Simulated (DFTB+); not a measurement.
# Energy and gradient calculation of GeSiH$_{4}$O$_{2}$

GeSiH$_{4}$O$_{2}$, SMILES [OH][Ge][O][SiH3], computed with GFN2-xTB, R-SCC, dispersion built in, COSMO solvent acetonitrile (DFTB+ 25.1).

The geometry comes from this level: PBE0-D4/def2-TZVP.

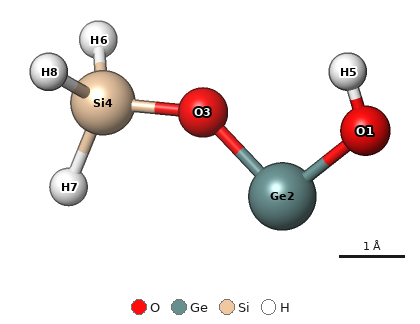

Fig. 1: The structure as given in the input (ball-and-stick view, seen at a tilt; atoms are numbered from 1 in the order of the input). Sticks mark near contacts.

The input (dftb_in.hsd):
```
# GFN2-XTB energy and gradient
Geometry = GenFormat {
  <<< "geo.gen"
}

Hamiltonian = xTB {
  Method = "GFN2-xTB"
  Solvation = Cosmo {
    Solvent = fromName {
      "acetonitrile"
    }
    RadiiScaling {
      O = 1.1
      Ge = 1.1
      Si = 1.1
      H = 1.1
    }
    AngularGrid = 194
    FreeEnergyShift [kcal/mol] = 0.0
    Solver = DomainDecomposition {
      MaxMoment = 10
      Accuracy = 1e-08
    }
  }
}

Analysis {
  PrintForces = Yes
}

Options {
  WriteResultsTag = Yes
}

InputVersion = 25.1
```

File geo.gen:
```
8 C
O Ge Si H
   1  1      1.410100      2.505300      0.149500
   2  2      1.623900      0.902600     -0.581400
   3  1      0.084300      0.200200      0.031000
   4  3     -0.715100     -1.229100     -0.056600
   5  4      0.587200      2.577300      0.646600
   6  4     -2.046000     -1.018000     -0.682500
   7  4      0.048600     -2.214700     -0.872700
   8  4     -0.900800     -1.780800      1.310300
```

Launched with:
```bash
dftb+ > run.log
```

What the program printed:
```
|  DFTB+ development version (commit: a23bfb2)

Reading input file 'dftb_in.hsd'
Parser version: 14

--------------------------------------------------------------------------------

Processed input in HSD format written to 'dftb_pin.hsd'

Starting initialization...
--------------------------------------------------------------------------------
OpenMP threads:              1
Chosen random seed:          117177840
Current stacksize:           unlimited
Mode:                        Static calculation
Self consistent charges:     Yes
SCC-tolerance:                 0.100000E-04
Max. scc iterations:                    100
Shell resolved Hubbard:      Yes
Spin polarisation:           No
Nr. of up electrons:            12.000000
Nr. of down electrons:          12.000000
Periodic boundaries:         No
Electronic solver:           Relatively robust
Mixer:                       Broyden mixer
Mixing parameter:                  0.200000
Nr. of chrg. vec. in memory:            100
Max. SCC-cycles:                        100
tblite library version:      0.3.0
-> parametrization:          GFN2-xTB
-> repulsion:                Yes
-> dispersion:               Yes
-> halogen bonding:          No
-> electrostatics:           Yes
   -> isotropic:             Yes
   -> anisotropic:           Yes
   -> third-order:           Yes
Electronic temperature:              0.950045E-03 H      0.258520E-01 eV
Initial charges:             Set automatically (system chrg:   0.000E+00)
Included shells:             O:  s, p
                            Ge:  s, p, d
                            Si:  s, p, d
                             H:  s
Solvation:                   conductor like screening model
Dielectric constant:           3.750000E+01
Free energy shift:             0.000000E+00 H      0.000000E+00 eV
Grid points:                   1.552000E+03 total           194 per atom
Solver:                      domain decomposition
SASA model:                  No
Solvated fields rescaled:    Yes
Extra options:
                             Mulliken analysis
                             Force calculation
Force type                   original

--------------------------------------------------------------------------------

***  Geometry step: 0

 iSCC Total electronic   Diff electronic      SCC error
    1   -0.13829367E+02    0.00000000E+00    0.15476777E+01
    2   -0.13975863E+02   -0.13829367E+02    0.10771472E+01
    3   -0.14031612E+02   -0.14649666E+00    0.63480270E+00
    4   -0.14034674E+02   -0.55748288E-01    0.39406812E+00
    5   -0.14038977E+02   -0.30621478E-02    0.23773569E+00
    6   -0.14045051E+02   -0.43027877E-02    0.51201236E-01
    7   -0.14044840E+02   -0.60744685E-02    0.43169037E-01
    8   -0.14045364E+02    0.21062750E-03    0.19306630E-01
    9   -0.14045465E+02   -0.52331435E-03    0.62251612E-02
   10   -0.14045491E+02   -0.10175254E-03    0.38949879E-02
   11   -0.14045535E+02   -0.25973933E-04    0.13075535E-02
   12   -0.14045531E+02   -0.43845961E-04    0.62261117E-03
   13   -0.14045527E+02    0.42151524E-05    0.67484933E-03
   14   -0.14045531E+02    0.41251365E-05    0.40942594E-04
   15   -0.14045531E+02   -0.37096751E-05    0.70121385E-04
   16   -0.14045530E+02   -0.26762991E-06    0.61322210E-05

Total Energy:                      -13.9936115435 H         -380.7855 eV
Extrapolated to 0K:                -13.9936115435 H         -380.7855 eV
Total Mermin free energy:          -13.9936115435 H         -380.7855 eV
Force related energy:              -13.9936115435 H         -380.7855 eV

Cavity information written to dftbp.cosmo

--------------------------------------------------------------------------------
--------------------------------------------------------------------------------
SCC                                    +       0.37 ( 96.2%)       0.38 ( 96.5%)
--------------------------------------------------------------------------------
Missing                                +       0.01 (  3.8%)       0.01 (  3.5%)
Total                                  =       0.38 (100.0%)       0.40 (100.0%)
--------------------------------------------------------------------------------
```

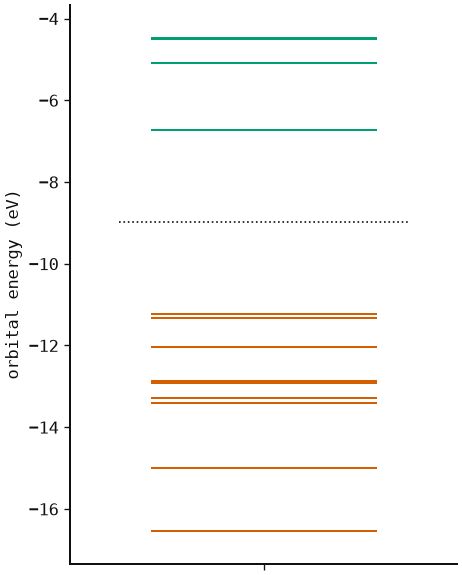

Fig. 2: Orbital energies near the frontier; the dotted line parts filled from empty levels, and levels within 0.02 eV of each other stand side by side. Highest filled −11.22 eV, lowest empty −6.72 eV, 4.50 eV apart.

Summary:

- outcome: converged
- Mermin free energy: −13.993612 hartree
- solvation energy: −0.012140 hartree
- basis functions: 30
- largest force: 0.784 eV/Å
- HOMO: −11.22 eV
- LUMO: −6.72 eV
- dipole moment: 2.04 D
- hardware: 1 thread of Intel Xeon (Sapphire Rapids), 32 GiB of memory available, shared host
- peak memory: 0.072 GiB

Remarks:

Settings chosen away from the usual ones: angular_grid.
